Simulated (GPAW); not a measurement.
## Convergence study of the SCF threshold for Nb (Im-3m, 1 atom in the cell)

```
CELL_PARAMETERS angstrom
     -1.65825     1.65825     1.65825
      1.65825    -1.65825     1.65825
      1.65825     1.65825    -1.65825
ATOMIC_POSITIONS crystal
  Nb 0.00000 0.00000 0.00000
```

Computed with PBE, GPAW PAW datasets PBE (gpaw-data 1.0.1) (plane waves; GPAW).

Base settings: mode = pw; ecut = 600 eV; xc = PBE; kpts = 10 10 10; mesh shift (steps) = 0 0 0; occupations.name = fermi-dirac; occupations.width = 0.1 eV; nbands = -7; convergence.density = 1e-05 e/electron; convergence.energy = 1e-05 eV/electron.

Moved along: convergence.density, convergence.eigenstates.

The mesh stays at the base's, so the ladder's end is converged at best in this setting alone.

Only quantities that move along the ladder and can be compared are tabulated.

The count of work is k-points × plane waves × bands × iterations; it is no time. 

The starting cell has typed, rounded lattice constants, without a prior relaxation at this level. Its lattice was rescaled by up to half a per cent. Spin polarisation is off.

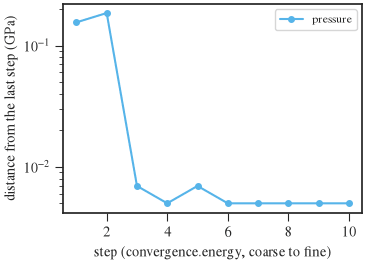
*Distance from the last step along the ladder; very small values are drawn at a floor.*

| convergence.energy | pressure (GPa) | count of work / last |
|---|---|---|
| 0.008 eV/electron | -1.33 | 0.13 |
| 0.0008 eV/electron | -1.36 | 0.14 |
| 8e-05 eV/electron | -1.18 | 0.18 |
| 1e-05 eV/electron | -1.17 | 0.23 |
| 8e-06 eV/electron | -1.18 | 0.18 |
| 8e-07 eV/electron | -1.17 | 0.23 |
| 8e-08 eV/electron | -1.17 | 0.24 |
| 8e-09 eV/electron | -1.17 | 0.30 |
| 8e-10 eV/electron | -1.17 | 0.34 |
| 8e-12 eV/electron | -1.17 | 0.42 |
| 8e-14 eV/electron | -1.17 | 1.0 |

Coarsest convergence.energy that holds the pressure within 0.05 GPa of the last step, with all finer ones: 8e-05 eV/electron, at 0.18 of the last step's count of work; the step before is off by 0.19 GPa.
